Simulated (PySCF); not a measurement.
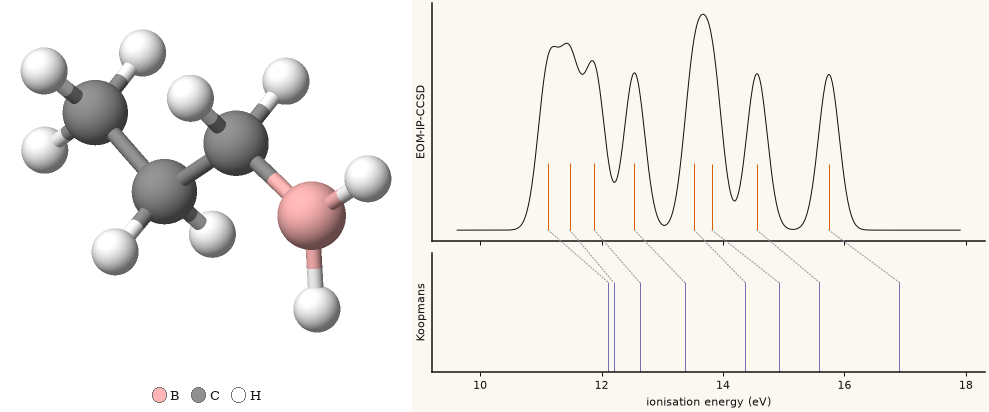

Valence photoelectron lines of C₃H₉B, SMILES BCCC: vertical EOM-IP-CCSD/aug-cc-pVDZ (frozen core, PySCF, at a PBE0-D3(BJ)/def2-SVP geometry (no frequency check); 8 lines, one for each of the 8 highest orbitals, so a line of a deeper orbital can be missing among them) above, Hartree-Fock orbital energies with the sign turned below, non-relativistic; dotted lines join each line to its leading orbital. Stick heights are one-hole weights (summed over degenerate lines), not cross-sections; Gaussian width 0.40 eV.

What is the first vertical ionisation energy, and how far is Koopmans' value off?

11.12 eV from the HOMO; Koopmans gives 12.11 eV, 0.99 eV too high.

Do correlation and relaxation change the order of the lines?

Not among these holes, which come in the order of the orbitals, HOMO, HOMO−1, HOMO−2, HOMO−3, HOMO−4, HOMO−5, HOMO−6, HOMO−7.

Known limits of this run: small basis, so the lines can lie some tenths of an eV too low; one conformer of a flexible molecule.
